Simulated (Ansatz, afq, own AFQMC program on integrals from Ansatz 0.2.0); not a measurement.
# AlSiH (triplet): quantum Monte Carlo beside coupled cluster at scale of all distances = 0.889, 6-31G

How near does AFQMC come to the top of the ladder for AlSiH (triplet)?

Computed with Ansatz 0.2.0, Gaussian basis, and an in-house AFQMC program (afq) on its integrals; all values are calculated. Level: 6-31G, frozen cores.

The runs, in order: Full CI; PBE (unrestricted); r2SCAN (unrestricted); PBE0 (unrestricted); B3LYP (unrestricted); CCSD(T) on UHF; wB97M-V (unrestricted); B2PLYP (unrestricted); Full CI; Full CI (quintet); CCSDT(Q) on UHF; CCSDTQ on UHF; Phaseless AFQMC, CISD trial on UHF.

7 further runs of the same task are left out: 7 that didn't finish.

### Step 1. The geometry

The geometry derives from a PBE0/def2-TZVP stationary point (not a proven minimum). All distances are scaled together.

3 atoms, charge 0, spin multiplicity 3.

Atoms are counted from 1 here; the program's logs count them from 0.

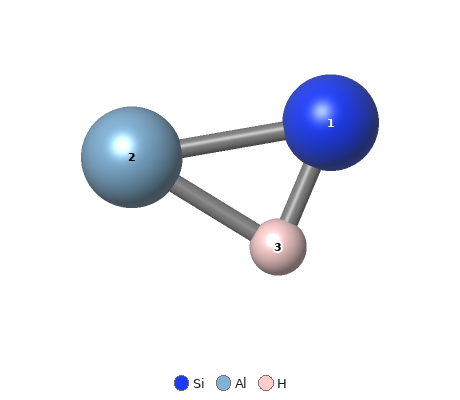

The geometry (silicon blue, aluminium light blue, hydrogen pink); atoms are numbered from 1 in the order of the file.

### Step 2. Full CI

File in.yaml:

```yaml
crystal:
  periodic: [false, false, false]
  atoms:
    - {symbol: Si, position_ang: [0.000000, -0.031969, 1.036051]}
    - {symbol: Al, position_ang: [0.000000, -0.010484, -1.088917]}
    - {symbol: H, position_ang: [0.000000, 1.171456, 0.280418]}
basis:
  gaussian: {orbitals: 6-31G}
magnetization: {spin_polarized: false, initial_magnetization: 2}
correlation: {method: fci, electrons: outside_noble_gas}
```

Started as:

```console
> ansatz run in.yaml --threads 1 --pin off --events-out ev --progress --plain --max-ram 24576MiB --backend cuda --devices 0, --max-vram 18GiB
```

Standard output:

```text
Functional definition: HF
  name "HF"
  cite "Fock, Z. Phys. 61, 126 (1930) doi:10.1007/BF01340294"
  parent pbe
  exchange = exact_x
  correlation = 0
563 factors; integrals over basis functions are off by at most 1.2e-7 eV
mean field evaluation 1: about -14455.4079 eV, gradient 6.3e0 eV
mean field evaluation 2: about -14455.4136 eV, gradient 6.3e0 eV
mean field evaluation 4: about -14455.7427 eV, gradient 1.3e0 eV
mean field evaluation 8: about -14455.7598 eV, gradient 1.4e-2 eV
mean field evaluation 16: about -14455.7486 eV, gradient 3.2e-1 eV
mean field -14455.75982108 eV, -531.2393749587 hartree, gradient 1.0e-6 eV, S^2 2.000000; 2 other end points of the search recorded, 0 dependent functions left out
mean field evaluation 32: about -14455.9164 eV, gradient 1.0e-4 eV
10 core orbitals not correlated: weight in the atoms' cores, before any rotation towards them, 1.000 or more for the frozen orbitals, at most 0.000 for the correlated occupied ones
reference -14455.75982108 eV, -531.2393749587 hartree; 5, 3 occupied and 13, 15 virtual orbitals, 563 factors
state -14458.49057200 eV, -531.3397282042 hartree
Total energy: -14458.49057200 eV, -531.3397282042 hartree
```

It took 9 s on 1 × NVIDIA H100 80GB HBM3 with 1 thread of AMD EPYC 7R13 (Zen 3), shared host; peak host memory 0.78 GiB.

From the report: 4,681,152 determinants, symmetry A''.

### Step 3. PBE (unrestricted)

in.yaml: that of step 2 with these lines changed.

```diff
@@ -8,3 +8,4 @@
   gaussian: {orbitals: 6-31G}
-magnetization: {spin_polarized: false, initial_magnetization: 2}
-correlation: {method: fci, electrons: outside_noble_gas}
+magnetization: {spin_polarized: true, initial_magnetization: 2}
+hamiltonian: {xc: {name: PBE}}
+output: {orbitals: {seedname: orbitals}}
```

Started as:

```console
> ansatz run in.yaml --threads 1 --pin off --events-out ev --progress --plain --max-ram 8192MiB --backend cpu
```

Standard output:

```text
Functional definition: PBE
  name "PBE"
  cite "Perdew, Burke & Ernzerhof, Phys. Rev. Lett. 77, 3865 (1996) doi:10.1103/PhysRevLett.77.3865"
  parent pbe
  parameter kappa = 0.804
  parameter beta = 0.06672455060314922
  exchange = pbe_x(kappa = kappa, mu = beta*pi^2/3)
  correlation = pbe_c(beta = beta)
310 factors; integrals over basis functions are off by at most 1.8e-4 eV
mean field evaluation 1: about -14476.7104 eV, gradient 1.0e1 eV
mean field evaluation 2: about -14471.0394 eV, gradient 2.4e1 eV
mean field evaluation 4: about -14477.8735 eV, gradient 1.1e0 eV
mean field evaluation 8: about -14477.8871 eV, gradient 7.5e-3 eV
mean field evaluation 16: about -14477.8871 eV, gradient 1.1e-5 eV
mean field -14477.88709025 eV, -532.0525371023 hartree, gradient 1.1e-5 eV, S^2 2.002873; 0 other end points of the search recorded, 0 dependent functions left out
reference -14477.88712186 eV, -532.0525382640 hartree; 15, 13 occupied and 13, 15 virtual orbitals, 310 factors
Total energy: -14477.88712186 eV, -532.0525382640 hartree
```

It took 0.61 s on 1 thread of AMD EPYC 7R13 (Zen 3), shared host; peak memory 0.71 GiB.

From the report: ⟨S²⟩ of the determinant 2.003 (pure triplet: 2.00).

### Step 4. r2SCAN (unrestricted)

in.yaml: that of step 3 with these lines changed.

```diff
@@ -9,3 +9,2 @@
 magnetization: {spin_polarized: true, initial_magnetization: 2}
-hamiltonian: {xc: {name: PBE}}
-output: {orbitals: {seedname: orbitals}}
+hamiltonian: {xc: {name: r2SCAN}}
```

Launched as before.

Standard output:

```text
Functional definition: r2SCAN
  name "r2SCAN"
  cite "Furness, Kaplan, Ning, Perdew & Sun, J. Phys. Chem. Lett. 11, 8208 (2020) doi:10.1021/acs.jpclett.0c02405"
  cite "Furness, Kaplan, Ning, Perdew & Sun, J. Phys. Chem. Lett. 11, 9248 (2020) doi:10.1021/acs.jpclett.0c03077"
  parent r2scan
  parameter k0 = 0.174
  parameter k1 = 0.065
  parameter a1 = 4.9479
  exchange = r2scan_x(k0 = k0, k1 = k1, a1 = a1)
  correlation = r2scan_c
310 factors; integrals over basis functions are off by at most 1.8e-4 eV
mean field evaluation 1: about -14483.1011 eV, gradient 9.1e0 eV
mean field evaluation 2: about -14479.4268 eV, gradient 2.0e1 eV
mean field evaluation 4: about -14484.0347 eV, gradient 6.8e-1 eV
mean field evaluation 8: about -14484.0378 eV, gradient 9.3e-3 eV
mean field evaluation 16: about -14482.8330 eV, gradient 4.2e0 eV
mean field -14484.03775490 eV, -532.2785698590 hartree, gradient 3.6e-5 eV, S^2 2.006255; 1 other end points of the search recorded, 0 dependent functions left out
reference -14484.03776777 eV, -532.2785703322 hartree; 15, 13 occupied and 13, 15 virtual orbitals, 310 factors
Total energy: -14484.03776777 eV, -532.2785703322 hartree
```

Run time: 1.4 s. Hardware: 1 thread of AMD EPYC 7R13 (Zen 3), shared host; peak memory 0.71 GiB.

From the report: ⟨S²⟩ of the determinant 2.006 (pure triplet: 2.00).

### Step 5. PBE0 (unrestricted)

in.yaml: that of step 4 with these lines changed.

```diff
@@ -9,2 +9,3 @@
 magnetization: {spin_polarized: true, initial_magnetization: 2}
-hamiltonian: {xc: {name: r2SCAN}}
+hamiltonian: {xc: {name: PBE0}}
+output: {orbitals: {seedname: orbitals}}
```

The command is unchanged.

Standard output:

```text
Functional definition: PBE0
  name "PBE0"
  cite "Adamo & Barone, J. Chem. Phys. 110, 6158 (1999) doi:10.1063/1.478522"
  cite "Perdew, Burke & Ernzerhof, Phys. Rev. Lett. 77, 3865 (1996) doi:10.1103/PhysRevLett.77.3865"
  parent pbe
  parameter a = 0.25
  parameter kappa = 0.804
  parameter beta = 0.06672455060314922
  exchange = (1 - a)*pbe_x(kappa = kappa, mu = beta*pi^2/3) + a*exact_x
  correlation = pbe_c(beta = beta)
310 factors; integrals over basis functions are off by at most 1.8e-4 eV
mean field evaluation 1: about -14478.4584 eV, gradient 7.5e0 eV
mean field evaluation 2: about -14477.6691 eV, gradient 1.1e1 eV
mean field evaluation 4: about -14479.1010 eV, gradient 2.7e-1 eV
mean field evaluation 8: about -14479.1427 eV, gradient 2.5e-2 eV
mean field evaluation 16: about -14479.1427 eV, gradient 5.0e-5 eV
mean field -14479.14270286 eV, -532.0986800147 hartree, gradient 5.0e-5 eV, S^2 2.006678; 0 other end points of the search recorded, 0 dependent functions left out
reference -14479.14272655 eV, -532.0986808854 hartree; 15, 13 occupied and 13, 15 virtual orbitals, 310 factors
Total energy: -14479.14272655 eV, -532.0986808854 hartree
```

Wall time 0.72 s (1 thread of AMD EPYC 7R13 (Zen 3), shared host); peak memory 0.71 GiB.

From the report: ⟨S²⟩ of the determinant 2.007 (pure triplet: 2.00).

### Step 6. B3LYP (unrestricted)

in.yaml: that of step 5 with these lines changed.

```diff
@@ -9,3 +9,2 @@
 magnetization: {spin_polarized: true, initial_magnetization: 2}
-hamiltonian: {xc: {name: PBE0}}
-output: {orbitals: {seedname: orbitals}}
+hamiltonian: {xc: {name: B3LYP}}
```

The command is unchanged.

Standard output:

```text
Functional definition: B3LYP
  name "B3LYP"
  cite "Stephens, Devlin, Chabalowski & Frisch, J. Phys. Chem. 98, 11623 (1994) doi:10.1021/j100096a001"
  cite "Becke, Phys. Rev. A 38, 3098 (1988) doi:10.1103/PhysRevA.38.3098"
  cite "Lee, Yang & Parr, Phys. Rev. B 37, 785 (1988) doi:10.1103/PhysRevB.37.785"
  cite "Vosko, Wilk & Nusair, Can. J. Phys. 58, 1200 (1980) doi:10.1139/p80-159"
  parameter a0 = 0.2
  parameter ax = 0.72
  parameter ac = 0.81
  exchange = (1 - a0 - ax)*slater_x + ax*b88_x + a0*exact_x
  correlation = (1 - ac)*vwn_rpa_c + ac*lyp_c
310 factors; integrals over basis functions are off by at most 1.8e-4 eV
mean field evaluation 1: about -14485.8076 eV, gradient 8.4e0 eV
mean field evaluation 2: about -14484.4807 eV, gradient 1.4e1 eV
mean field evaluation 4: about -14486.5900 eV, gradient 3.7e-1 eV
mean field evaluation 8: about -14486.6243 eV, gradient 2.5e-2 eV
mean field evaluation 16: about -14486.6244 eV, gradient 4.0e-5 eV
mean field -14486.62435425 eV, -532.3736256319 hartree, gradient 4.0e-5 eV, S^2 2.004507; 0 other end points of the search recorded, 0 dependent functions left out
reference -14486.62453772 eV, -532.3736323746 hartree; 15, 13 occupied and 13, 15 virtual orbitals, 310 factors
Total energy: -14486.62453772 eV, -532.3736323746 hartree
```

Wall time 0.69 s (1 thread of AMD EPYC 7R13 (Zen 3), shared host); peak memory 0.71 GiB.

From the report: ⟨S²⟩ of the determinant 2.005 (pure triplet: 2.00).

### Step 7. CCSD(T) on UHF

in.yaml: that of step 6 with these lines changed.

```diff
@@ -9,2 +9,2 @@
 magnetization: {spin_polarized: true, initial_magnetization: 2}
-hamiltonian: {xc: {name: B3LYP}}
+correlation: {method: ccsd_t, electrons: outside_noble_gas, hamiltonian_folder: ham}
```

Started as:

```console
> ansatz run in.yaml --threads 1 --pin off --events-out ev --progress --plain --max-ram 24576MiB --backend cuda --devices 0, --max-vram 18GiB
```

Standard output:

```text
Functional definition: HF
  name "HF"
  cite "Fock, Z. Phys. 61, 126 (1930) doi:10.1007/BF01340294"
  parent pbe
  exchange = exact_x
  correlation = 0
310 factors; integrals over basis functions are off by at most 1.8e-4 eV
mean field evaluation 1: about -14455.3869 eV, gradient 5.7e0 eV
mean field evaluation 2: about -14455.3933 eV, gradient 5.7e0 eV
mean field evaluation 4: about -14455.8871 eV, gradient 9.8e-1 eV
mean field evaluation 8: about -14455.9163 eV, gradient 8.4e-3 eV
mean field evaluation 16: about -14455.8789 eV, gradient 9.7e-1 eV
mean field evaluation 32: about -14454.6239 eV, gradient 5.9e0 eV
mean field evaluation 64: about -14453.0619 eV, gradient 2.9e-1 eV
mean field evaluation 96: about -14452.6423 eV, gradient 1.2e-1 eV
mean field evaluation 128: about -14452.4485 eV, gradient 4.5e-4 eV
mean field -14455.91629049 eV, -531.2451251035 hartree, gradient 1.2e-6 eV, S^2 2.040493; 8 other end points of the search recorded, 0 dependent functions left out
determinant -14455.91629049 eV, -531.2451251035 hartree, with singles and doubles -14458.38899712 eV, -531.3359953962 hartree
determinant -14453.73356064 eV, -531.1649112609 hartree, with singles and doubles -14456.36828895 eV, -531.2617357405 hartree
determinant -14453.04635465 eV, -531.1396569067 hartree, with singles and doubles -14455.77001133 eV, -531.2397494435 hartree
determinant -14452.70977708 eV, -531.1272879091 hartree, with singles and doubles -14454.87750424 eV, -531.2069504128 hartree
determinant -14452.64047792 eV, -531.1247412119 hartree, with singles and doubles -14455.45798661 eV, -531.2282827465 hartree
10 core orbitals not correlated: weight in the atoms' cores, before any rotation towards them, 1.000 or more for the frozen orbitals, at most 0.000 for the correlated occupied ones
reference -14455.91629049 eV, -531.2451251035 hartree; 5, 3 occupied and 13, 15 virtual orbitals, 310 factors
second order -1.79873796 eV of doubles, -0.00000000 eV of singles
cycle   1  -2.47225268 eV  change    4.5e-4 eV  update   1.1e-3
cycle   2  -2.47183107 eV  change    4.2e-4 eV  update   7.8e-4
cycle   3  -2.47188990 eV  change   -5.9e-5 eV  update   2.8e-4
cycle   4  -2.47201610 eV  change   -1.3e-4 eV  update   1.5e-4
cycle   5  -2.47210509 eV  change   -8.9e-5 eV  update   4.6e-5
cycle   6  -2.47213612 eV  change   -3.1e-5 eV  update   1.6e-5
cycle   7  -2.47212762 eV  change    8.5e-6 eV  update   6.9e-6
cycle   8  -2.47212109 eV  change    6.5e-6 eV  update   2.8e-6
perturbative correction -0.07368343 eV, -0.0027078160 hartree
Total energy: -14458.46209501 eV, -531.3386816939 hartree
```

It took 5.5 s on 1 × NVIDIA H100 80GB HBM3 with 1 thread of AMD EPYC 7R13 (Zen 3), shared host; peak host memory 0.8 GiB.

From the report: ⟨S²⟩ of the determinant 2.040 (pure triplet: 2.00); correlation -2.5458 eV; T1 0.033; largest double amplitude 0.11.

This run also writes the integrals to the folder ham.

### Step 8. wB97M-V (unrestricted)

in.yaml: that of step 7 with these lines changed.

```diff
@@ -9,2 +9,3 @@
 magnetization: {spin_polarized: true, initial_magnetization: 2}
-correlation: {method: ccsd_t, electrons: outside_noble_gas, hamiltonian_folder: ham}
+hamiltonian: {xc: {name: wB97M-V}}
+output: {orbitals: {seedname: orbitals}}
```

Started as:

```console
> ansatz run in.yaml --threads 1 --pin off --events-out ev --progress --plain --max-ram 8192MiB --backend cpu
```

Standard output:

```text
Functional definition: wB97M-V
  name "wB97M-V"
  cite "Mardirossian & Head-Gordon, J. Chem. Phys. 144, 214110 (2016) doi:10.1063/1.4952647"
  cite "Becke, J. Chem. Phys. 107, 8554 (1997) doi:10.1063/1.475007"
  cite "Vydrov & Van Voorhis, J. Chem. Phys. 133, 244103 (2010) doi:10.1063/1.3521275"
  # Of w^i u^j: cxij and so on, Table III.
  parameter omega = 0.3/bohr
  parameter cx = 0.15
  parameter cx01 = 1.007
  parameter cx10 = 0.259
  parameter css00 = 0.443
  parameter css04 = -1.437
  parameter css10 = -4.535
  parameter css20 = -3.390
  parameter css43 = 4.278
  parameter cos00 = 1.000
  parameter cos10 = 1.358
  parameter cos20 = 2.924
  parameter cos21 = -8.812
  parameter cos60 = -1.390
  parameter cos61 = 9.142
  parameter b = 6.0
  parameter c = 0.01
  gx(w, u) = 1 - cx + cx01*u + cx10*w
  gss(w, u) = css00 + css04*u^4 + css10*w + css20*w^2 + css43*w^4*u^3
  gos(w, u) = cos00 + cos10*w + (cos20 + cos21*u)*w^2 + (cos60 + cos61*u)*w^6
  exchange = spin_sum(e_x_unif_sr(omega)*gx(b97_w, b97_u_x)) + cx*exact_x_sr(omega) + exact_x_lr(omega)
  correlation = spin_sum(e_c_pw_mod_same_spin*gss(b97_w, b97_u_same))
      + integral(e_c_pw_mod_opposite_spin*gos(b97_w_opposite, b97_u_opposite)) + vv10(b, c)
310 factors; integrals over basis functions are off by at most 1.8e-4 eV
146 factors; integrals over basis functions are off by at most 4.8e-6 eV
mean field evaluation 1: about -14483.9741 eV, gradient 5.7e0 eV
mean field evaluation 2: about -14484.2678 eV, gradient 3.5e0 eV
mean field evaluation 4: about -14484.3964 eV, gradient 1.3e-1 eV
mean field evaluation 8: about -14484.4207 eV, gradient 2.8e-2 eV
mean field evaluation 16: about -14484.4208 eV, gradient 8.1e-5 eV
mean field -14484.42080618 eV, -532.2926467342 hartree, gradient 8.1e-5 eV, S^2 2.005515; 0 other end points of the search recorded, 0 dependent functions left out
reference -14484.42083921 eV, -532.2926479479 hartree; 15, 13 occupied and 13, 15 virtual orbitals, 310 factors
Total energy: -14484.42083921 eV, -532.2926479479 hartree
```

Run time: 3.1 s. Hardware: 1 thread of AMD EPYC 7R13 (Zen 3), shared host; peak memory 0.71 GiB.

From the report: ⟨S²⟩ of the determinant 2.006 (pure triplet: 2.00).

### Step 9. B2PLYP (unrestricted)

in.yaml: that of step 8 with these lines changed.

```diff
@@ -9,3 +9,3 @@
 magnetization: {spin_polarized: true, initial_magnetization: 2}
-hamiltonian: {xc: {name: wB97M-V}}
-output: {orbitals: {seedname: orbitals}}
+hamiltonian: {xc: {name: B2PLYP}}
+correlation: {electrons: outside_noble_gas}
```

The command is unchanged.

Standard output:

```text
Functional definition: B2PLYP
  name "B2PLYP"
  cite "Grimme, J. Chem. Phys. 124, 034108 (2006) doi:10.1063/1.2148954"
  cite "Becke, Phys. Rev. A 38, 3098 (1988) doi:10.1103/PhysRevA.38.3098"
  cite "Lee, Yang & Parr, Phys. Rev. B 37, 785 (1988) doi:10.1103/PhysRevB.37.785"
  parameter a = 0.53
  parameter c = 0.27
  exchange = (1 - a)*b88_x + a*exact_x
  correlation = (1 - c)*lyp_c + c*(mp2_os + mp2_ss)
310 factors; integrals over basis functions are off by at most 1.8e-4 eV
mean field evaluation 1: about -14477.0277 eV, gradient 5.9e0 eV
mean field evaluation 2: about -14477.0322 eV, gradient 5.9e0 eV
mean field evaluation 4: about -14477.4593 eV, gradient 6.3e-1 eV
mean field evaluation 8: about -14477.4680 eV, gradient 2.4e-2 eV
mean field evaluation 16: about -14477.4680 eV, gradient 2.8e-5 eV
mean field -14477.46800759 eV, -532.0371360988 hartree, gradient 4.1e-6 eV, S^2 2.012668; 0 other end points of the search recorded, 0 dependent functions left out
10 core orbitals not correlated: weight in the atoms' cores, before any rotation towards them, 1.000 or more for the frozen orbitals, at most 0.000 for the correlated occupied ones
reference -14477.46812336 eV, -532.0371403532 hartree; 5, 3 occupied and 13, 15 virtual orbitals, 310 factors
second order -2.50754853 eV of doubles, -0.00000000 eV of singles
Total energy: -14478.14516146 eV, -532.0620210446 hartree
```

Wall time 0.73 s (1 thread of AMD EPYC 7R13 (Zen 3), shared host); peak memory 0.71 GiB.

From the report: ⟨S²⟩ of the determinant 2.013 (pure triplet: 2.00).

### Step 10. Full CI

File in.yaml:

```yaml
hamiltonian:
  integrals:
    folder: ../ham
correlation: {method: fci}
```

Started as:

```console
> ansatz run in.yaml --threads 1 --pin off --events-out ev --progress --plain --max-ram 24576MiB --backend cuda --devices 0, --max-vram 18GiB
```

Standard output:

```text
Functional definition: HF
  name "HF"
  cite "Fock, Z. Phys. 61, 126 (1930) doi:10.1007/BF01340294"
  parent pbe
  exchange = exact_x
  correlation = 0
reference -14455.91629049 eV, -531.2451251035 hartree; 5, 3 occupied and 13, 15 virtual orbitals, 310 factors
state -14458.49052259 eV, -531.3397263882 hartree
Total energy: -14458.49052259 eV, -531.3397263882 hartree
```

Wall time 9.5 s (1 × NVIDIA H100 80GB HBM3 with 1 thread of AMD EPYC 7R13 (Zen 3), shared host); peak host memory 0.73 GiB.

From the report: 3,502,464 determinants.

### Step 11. Full CI (quintet)

File in.yaml:

```yaml
crystal:
  periodic: [false, false, false]
  atoms:
    - {symbol: Si, position_ang: [0.000000, -0.031969, 1.036051]}
    - {symbol: Al, position_ang: [0.000000, -0.010484, -1.088917]}
    - {symbol: H, position_ang: [0.000000, 1.171456, 0.280418]}
basis:
  gaussian: {orbitals: 6-31G}
magnetization: {spin_polarized: false, initial_magnetization: 4}
correlation: {method: fci, electrons: outside_noble_gas}
```

Launched as before.

Standard output:

```text
Functional definition: HF
  name "HF"
  cite "Fock, Z. Phys. 61, 126 (1930) doi:10.1007/BF01340294"
  parent pbe
  exchange = exact_x
  correlation = 0
564 factors; integrals over basis functions are off by at most 1.2e-7 eV
mean field evaluation 1: about -14450.0776 eV, gradient 9.0e0 eV
mean field evaluation 2: about -14450.0837 eV, gradient 9.0e0 eV
mean field evaluation 4: about -14451.2609 eV, gradient 1.8e0 eV
mean field evaluation 8: about -14451.2090 eV, gradient 2.1e0 eV
mean field evaluation 16: about -14452.7846 eV, gradient 2.2e-2 eV
mean field evaluation 32: about -14453.2161 eV, gradient 3.3e-6 eV
mean field evaluation 64: about -14452.7846 eV, gradient 9.1e-7 eV
mean field -14453.21611123 eV, -531.1458953459 hartree, gradient 1.9e-6 eV, S^2 6.000000; 7 other end points of the search recorded, 0 dependent functions left out
mean field evaluation 96: about -14453.2802 eV, gradient 1.0e-4 eV
mean field evaluation 128: about -14453.2802 eV, gradient 3.9e-2 eV
determinant -14453.21611123 eV, -531.1458953459 hartree, with singles and doubles -14454.79724350 eV, -531.2040008853 hartree
determinant -14452.78457696 eV, -531.1300367539 hartree, with singles and doubles -14454.58797889 eV, -531.1963105525 hartree
determinant -14453.21611123 eV, -531.1458953459 hartree, with singles and doubles -14454.79854332 eV, -531.2040486525 hartree
determinant -14452.78457696 eV, -531.1300367539 hartree, with singles and doubles -14454.58904723 eV, -531.1963498133 hartree
10 core orbitals not correlated: weight in the atoms' cores, before any rotation towards them, 1.000 or more for the frozen orbitals, at most 0.000 for the correlated occupied ones
reference -14453.21611123 eV, -531.1458953459 hartree; 6, 2 occupied and 12, 16 virtual orbitals, 564 factors
state -14454.85203773 eV, -531.2060145358 hartree
Total energy: -14454.85203773 eV, -531.2060145358 hartree
```

It took 11 s on 1 × NVIDIA H100 80GB HBM3 with 1 thread of AMD EPYC 7R13 (Zen 3), shared host; peak host memory 0.84 GiB.

From the report: 1,412,684 determinants, symmetry A'.

(Part 1 of 2 ends here.)
